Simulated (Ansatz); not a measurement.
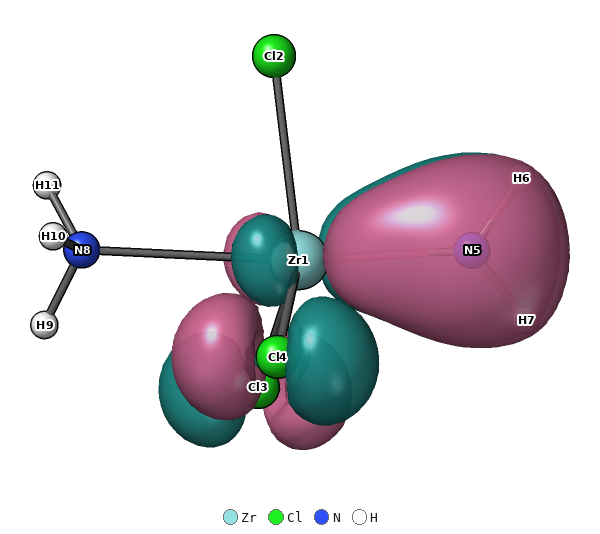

The picture shows: Cl3H5N2Zr. The HOMO at ±0.1 Å⁻³ᐟ² (teal and pink are the two phases), seen across its widest extent.

Core potentials replace the inner electrons of Zr.

Level of theory: RKS revPBE/def2-SVP in Ansatz 0.2.0.

Input file:

```
crystal:
  periodic: [false, false, false]
  atoms:
    - { symbol: Zr, position_ang: [-0.00981, -0.138796, -0.003353] }
    - { symbol: Cl, position_ang: [-0.207044, -0.37032, 2.462011] }
    - { symbol: Cl, position_ang: [2.116617, -0.366287, -1.026784] }
    - { symbol: Cl, position_ang: [-1.148543, 1.704951, -0.98372] }
    - { symbol: "N", position_ang: [-1.009997, -1.739683, -0.673433] }
    - { symbol: H, position_ang: [-1.694261, -2.289911, -0.134931] }
    - { symbol: H, position_ang: [-0.926725, -2.140114, -1.616718] }
    - { symbol: "N", position_ang: [1.558153, 2.501051, 1.475569] }
    - { symbol: H, position_ang: [2.329183, 1.988225, 1.037788] }
    - { symbol: H, position_ang: [0.949572, 2.907635, 0.75609] }
    - { symbol: H, position_ang: [1.011455, 1.869549, 2.097881] }
basis:
  gaussian: { orbitals: def2-SVP }
hamiltonian:
  xc: revpbe
relax:
  f_tol: 0.03
  max_steps: 50
output:
  orbitals: {}
```

Run with:

```sh
ansatz run input.yaml --threads 4 --pin off --max-ram 5120MiB --backend cpu --events-out ev --progress --plain --runs-dir out
```

The fields are those of the run's last geometry, not of the input's.

**Describe this orbital and give its energy.**

By Hirshfeld shares it lies mainly on N5 (about 60 %), Zr1 (about 15 %), Cl4 (about 10 %) and Cl3 (about 5 %). Its energy is −6.02 eV.
